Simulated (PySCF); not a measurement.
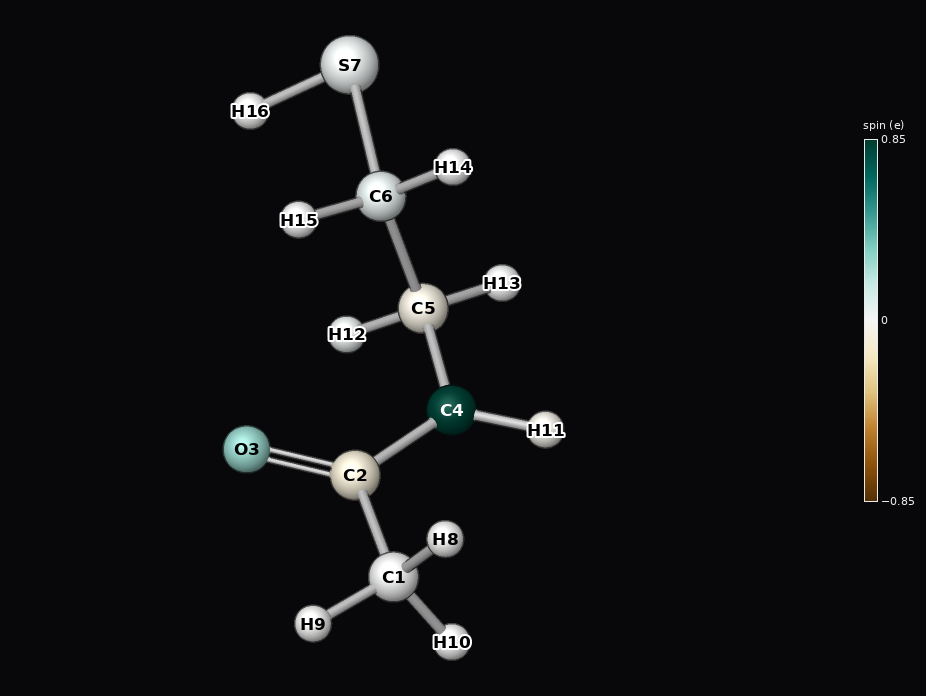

Atoms are coloured by their Mulliken spin populations. The species is neutral and a spin doublet. Computed geometry: GFN2-xTB optimisation. No frequency run is at hand to confirm it as a minimum. Level of theory: UKS B3LYP, pcH-1 on C H O S, non-relativistic (PySCF 2.14.0).

Give the Mulliken spin populations atom by atom.

| atom | value (e) |
| --- | --- |
| C1 | 0.00 |
| C2 | −0.09 |
| O3 | 0.28 |
| C4 | 0.83 |
| C5 | −0.06 |
| C6 | 0.04 |
| S7 | 0.02 |
| H8 | 0.00 |
| H9 | 0.00 |
| H10 | 0.00 |
| H11 | −0.04 |
| H12 | 0.02 |
| H13 | 0.01 |
| H14 | 0.00 |
| H15 | 0.00 |
| H16 | 0.00 |

Mulliken values depend strongly on the basis set.
